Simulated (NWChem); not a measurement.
**BSiH2Cl (SMILES B[Si]Cl): UBP86-D3(0)/3-21G (density fitting with weigend coulomb fitting)**

What is the energy change on altering one bond length of BSiH2Cl at UBP86-D3(0)/3-21G (density fitting with weigend coulomb fitting)? 

The calculation is run with NWChem 7.3.0.

1 further run of the same task is left out (set aside as unsound or not needed).

**1. The system as given**

The species is BSiH2Cl (5 atoms), meant as a triplet with charge 0. As SMILES, `B[Si]Cl`. The coordinates come from a GFN2-xTB relaxation.

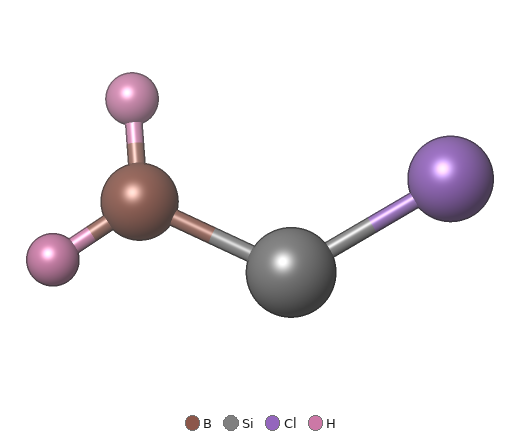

The structure, seen from a chosen angle (boron brown, silicon grey, chlorine purple, hydrogen pink).

**2. Energy and one-electron properties at UBP86-D3(0)/3-21G (density fitting with weigend coulomb fitting)**

nw.nw

```
start nw
title "BClH2Si properties"
memory total 2200 mb
geometry units au noautosym nocenter noautoz
   B  -1.27386438  0.69534362 -0.57166105
   Si  0.63226457 -2.04455139  0.67567158
   Cl  4.36789407 -1.75795552  1.81693387
   H  -0.34861668  2.70459493 -0.73213659
   H  -3.37767758  0.40256836 -1.18880781
end
basis spherical
   B library 3-21G
   Si library 3-21G
   Cl library 3-21G
   H library 3-21G
end
basis "cd basis" spherical
   B library "weigend coulomb fitting"
   Si library "weigend coulomb fitting"
   Cl library "weigend coulomb fitting"
   H library "weigend coulomb fitting"
end
dft
   xc becke88 perdew86
   mult 3
   disp vdw 3
   grid xfine
   iterations 200
   mulliken
end
property
   efield
   octupole
   quadrupole
   mulliken
   moldenfile
   molden_norm janpa
end
task dft property
```

Command:

```
$ nwchem nw.nw > nw.out
```

The log of the run:

```text
[...]
          Wavefunction type:  spin polarized.
          No. of atoms     :     5
          No. of electrons :    38
[...]
          Charge           :     0
          Spin multiplicity:     3
[...]
          AO basis - number of functions:    39
[...]
              XC Information
              --------------
                    Becke 1988 Exchange Functional  1.000
                Perdew 1981 Correlation Functional  1.000 local
                Perdew 1986 Correlation Functional  1.000 non-local
[...]
 d= 0,ls=0.0,diis     1   -771.7867588347 -8.80D+02  1.87D-02  9.82D-02     1.4
[...]
 d= 0,ls=0.0,diis    10   -771.8399536232 -4.52D-09  2.99D-06  2.61D-09     9.8
[...]
         Total DFT energy =     -771.839953623223
      One electron energy =    -1280.466549571694
           Coulomb energy =      454.475985424724
    Exchange-Corr. energy =      -53.876169044329
 Nuclear repulsion energy =      108.028327377458
    Dispersion correction =       -0.001547809380
[...]
      Total Density - Mulliken Population Analysis
     ---------------------------------------------
    Atom       Charge   Shell Charges
 -----------   ------   -------------------------------------------------------
    1 B    5     5.51   1.99  0.41  1.29  0.91  0.92
    2 Si  14    13.39   2.00  1.97  5.84  0.87  1.44  0.62  0.63
    3 Cl  17    17.30   2.00  1.95  5.89  1.18  3.07  0.89  2.32
    4 H    1     0.90   0.45  0.44
    5 H    1     0.91   0.46  0.46
[...]
      <S2> =      2.0021 (Exact =     2.0000)
[...]
```

It took 10 s on 1 thread of Intel Xeon Platinum 8375C at 2.90GHz (Ice Lake), shared host; peak memory 0.14 GiB.

Atomic charges (e):

| atom | Mulliken | Löwdin |
| --- | --- | --- |
| B1 | -0.509 | -0.380 |
| Si2 | +0.613 | +0.410 |
| Cl3 | -0.297 | -0.150 |
| H4 | +0.104 | +0.060 |
| H5 | +0.088 | +0.060 |

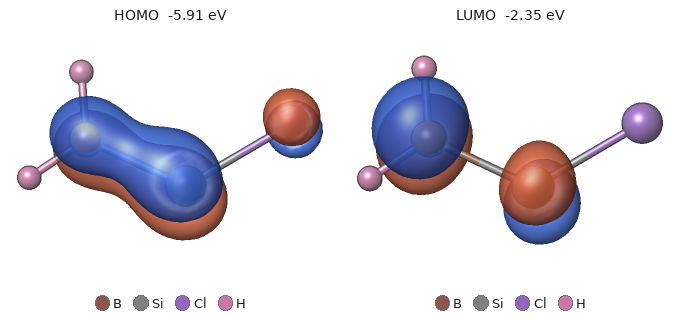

Frontier orbitals of this run (spin up), surfaces at ±0.2 Å^-3/2.

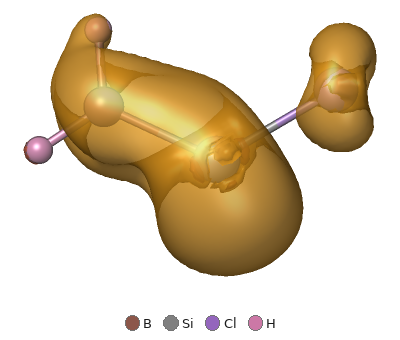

Spin density, surfaces at ±0.03 e/Å³.

**3. The distorted shape, same level**

job.nw

```
echo
start job
memory stack 880 mb heap 220 mb global 1100 mb
charge 0

geometry units angstroms noautosym nocenter noautoz
   B     -0.476419     0.383126    -0.242117
   Si     0.532261    -1.066764     0.417943
   Cl     2.311390    -0.930270     0.961480
   H      0.013201     1.446376    -0.327037
   H     -1.589709     0.228196    -0.568697
end

basis spherical
   B library 3-21G
   Si library 3-21G
   Cl library 3-21G
   H library 3-21G
end

basis "cd basis" spherical
   B library "weigend coulomb fitting"
   Si library "weigend coulomb fitting"
   Cl library "weigend coulomb fitting"
   H library "weigend coulomb fitting"
end

dft
   xc becke88 perdew86
   mult 3
   disp vdw 3
   grid xfine
   maxiter 200
   mulliken
end

property
   efield
   octupole
   quadrupole
   mulliken
   moldenfile
   molden_norm janpa
end

task dft property
```

Command:

```
$ nwchem job.nw > job.out
```

The log of the run:

```text
[...]
          Wavefunction type:  spin polarized.
          No. of atoms     :     5
          No. of electrons :    38
[...]
          Charge           :     0
          Spin multiplicity:     3
[...]
          AO basis - number of functions:    39
[...]
              XC Information
              --------------
                    Becke 1988 Exchange Functional  1.000
                Perdew 1981 Correlation Functional  1.000 local
                Perdew 1986 Correlation Functional  1.000 non-local
[...]
 d= 0,ls=0.0,diis     1   -771.7536977489 -8.87D+02  1.80D-02  9.80D-02     1.3
[...]
 d= 0,ls=0.0,diis    10   -771.8024827297 -8.44D-09  1.46D-06  1.05D-09    10.2
[...]
         Total DFT energy =     -771.802482729663
      One electron energy =    -1295.392236874185
           Coulomb energy =      461.855810535211
    Exchange-Corr. energy =      -53.947743589978
 Nuclear repulsion energy =      115.683314363216
    Dispersion correction =       -0.001627163928
[...]
      Total Density - Mulliken Population Analysis
     ---------------------------------------------
    Atom       Charge   Shell Charges
 -----------   ------   -------------------------------------------------------
    1 B    5     5.51   1.99  0.41  1.29  0.91  0.92
    2 Si  14    13.44   2.00  1.97  5.84  0.87  1.55  0.60  0.60
    3 Cl  17    17.22   2.00  1.95  5.89  1.18  3.14  0.88  2.17
    4 H    1     0.91   0.45  0.45
    5 H    1     0.92   0.46  0.46
[...]
      <S2> =      2.0019 (Exact =     2.0000)
[...]
```

Run time: 11 s. Hardware: 1 thread of Intel Xeon Platinum 8375C at 2.90GHz (Ice Lake), shared host; peak memory 0.2 GiB.

Atomic charges (e):

| atom | Mulliken | Löwdin |
| --- | --- | --- |
| B1 | -0.506 | -0.390 |
| Si2 | +0.558 | +0.340 |
| Cl3 | -0.223 | -0.060 |
| H4 | +0.092 | +0.050 |
| H5 | +0.079 | +0.050 |

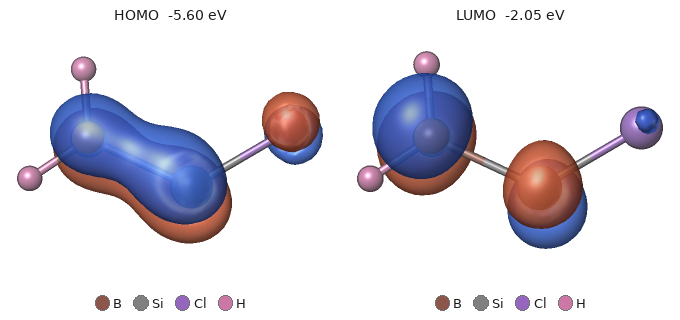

Frontier orbitals of this run (spin up), surfaces at ±0.2 Å^-3/2.

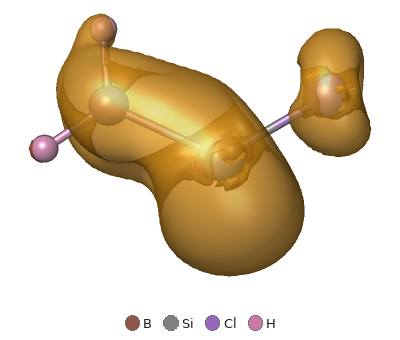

Spin density, surfaces at ±0.03 e/Å³.

**4. Outcome**

At UBP86-D3(0)/3-21G (density fitting with weigend coulomb fitting):

```
                                                           quantity          value
                                          first shape: total energy  -771.83995 Eh
                                         first shape: dipole moment         1.05 D
                    first shape: HOMO energy (highest over α and β)       -5.91 eV
                     first shape: LUMO energy (lowest over α and β)       -4.64 eV
                                     first shape: dispersion energy   -4.06 kJ/mol
                                                  first shape: ⟨S²⟩          2.002
                                      distorted shape: total energy  -771.80248 Eh
                                     distorted shape: dipole moment         0.55 D
                distorted shape: HOMO energy (highest over α and β)       -5.60 eV
                 distorted shape: LUMO energy (lowest over α and β)       -4.34 eV
                                 distorted shape: dispersion energy   -4.27 kJ/mol
                                              distorted shape: ⟨S²⟩          2.002
energy change with the Si2–Cl3 bond shortened from 2.073 to 1.865 Å       1.020 eV
```

With the Si2–Cl3 bond shortened from 2.073 to 1.865 Å the energy rises by 1.02 eV (24 kcal/mol). The first shape isn't relaxed at this level, so the change isn't measured from a minimum. Mulliken charges (first shape) run from -0.51 on B1 to +0.61 on Si2. Mulliken charges (distorted shape) run from -0.51 on B1 to +0.56 on Si2; they depend strongly on the basis.
